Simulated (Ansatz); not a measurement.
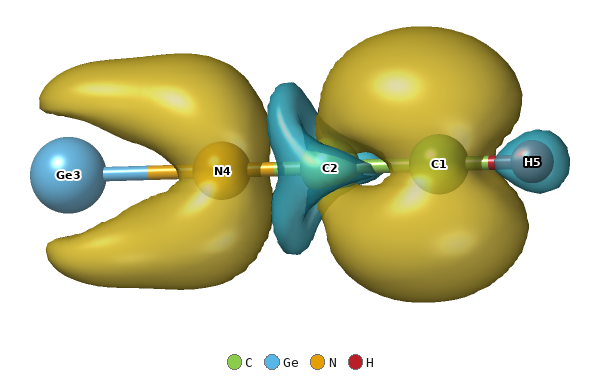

Figure 1: C2HGeN (SMILES C#C[N+]#[Ge]) (charge +1, doublet). Isosurfaces of the spin density at +0.015 (yellow) and −0.015 e/Å³ (cyan), seen from one side.

Geometry: B3LYP-D3(BJ)/6-311G**.

All numbers below come from isolated molecule in a Gaussian basis; Kohn-Sham density functional theory, functional PBE0 (Ansatz).

```yaml
atoms:
  - { symbol: C, position_ang: [0.0000, 0.0000, -1.3835] }
  - { symbol: C, position_ang: [0.0000, 0.0000, -0.1367] }
  - { symbol: Ge, position_ang: [0.0000, 0.0000, 2.8653] }
  - { symbol: N, position_ang: [0.0000, 0.0000, 1.1071] }
  - { symbol: H, position_ang: [0.0000, 0.0000, -2.4522] }
```

Question: Which atoms carry the spin?

Answer: The unpaired spin (1 electron) lies mostly on C1 (about 0.5), N4 (about 0.2), C2 (about 0.1) and Ge3 (about 0.1), in electrons by Hirshfeld's partition.
